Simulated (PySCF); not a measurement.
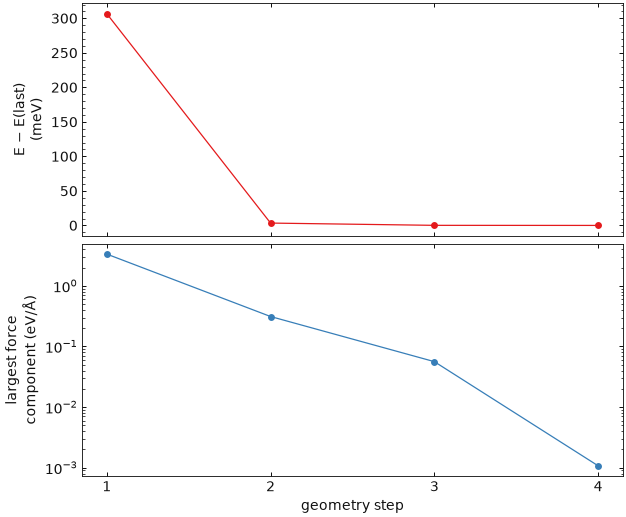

History of a geometry optimisation. The start has point group D∞h, which is kept. A held symmetry can leave a saddle point.

ErO2- molecule (charge −1); RKS-based PBE0, Er lcecp-1-TZVP with ECP57, O def2-TZVP; non-relativistic Hamiltonian with scalar-relativistic core potentials; density fitting (PySCF).

Question: How did the optimisation end?

Answer: The optimisation met its thresholds at geometry 4, counting the start as the first. The energy fell by about 310 meV from the first step to the last. The largest force component goes from about 3.3 eV/Å at the start to 1.1 × 10⁻³ eV/Å at the end.
